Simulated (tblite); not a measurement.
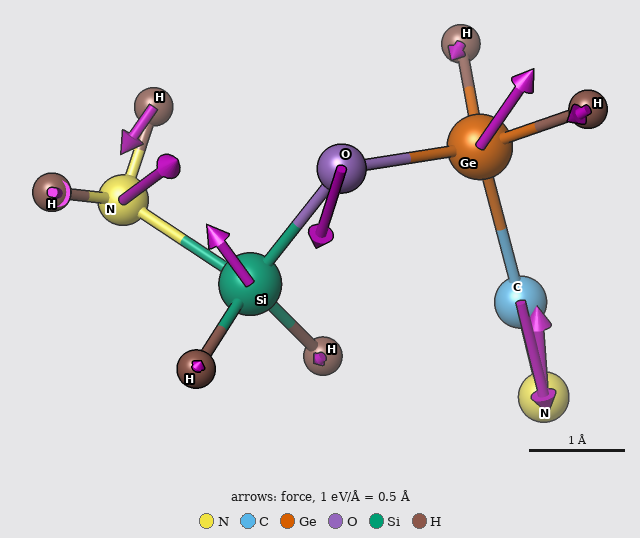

Starting geometry of CH6GeN2OSi (charge +1, multiplicity 2) with the computed forces as purple arrows. Style: ball-and-stick. Shown face on.

Theory: GFN2-xTB geometry optimisation, gas phase in tblite 0.8.0. 

### What follows when this structure is relaxed?

It isn't relaxed: the largest force vector, on C atoms, is 2.74 eV/Å. The final displacements have little in common with the starting forces (cosine between the two patterns 0.25). The atom that moves furthest after the best rigid fit is an H atom (1.62 Å). By element the largest moves are H 1.62 Å, N 1.28 Å, C 0.83 Å, O 0.80 Å, Si 0.48 Å, Ge 0.36 Å. Some distances before and after: O–Si 1.725 → 1.605 Å, N–Si 1.803 → 1.715 Å, Ge–H 1.558 → 1.495 Å, H–N 1.046 → 1.009 Å. Among the angles between lasting bonds that change: Ge–O–Si 107.1° → 173.2°, Si–N–H 104.7° → 123.3°, Si–N–H 108.4° → 125.1°. The energy falls by 150.7 kJ/mol in 159 geometry steps.
